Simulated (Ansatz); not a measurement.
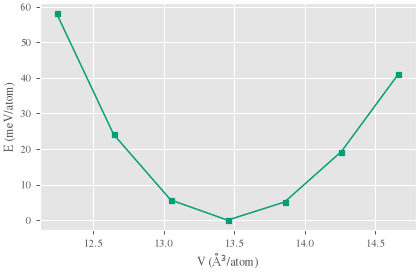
*Si₂Ni (fluorite or antifluorite type, space group No. 225) under volume change, the program Ansatz at the PBE level (PAW), scaled uniformly.*

Q: What does a third-order Birch–Murnaghan fit give for V₀, B₀ and B′?

A: V₀ = 13.45 Å³/atom, B₀ = 143 GPa, B′ = 4.8.

Space group Fm-3m (fluorite or antifluorite type). The PBE relaxation kept the symmetry of its start. The workflow began spin-polarised and lost its moments.

Potentials: the later of the program's two PAW sets.
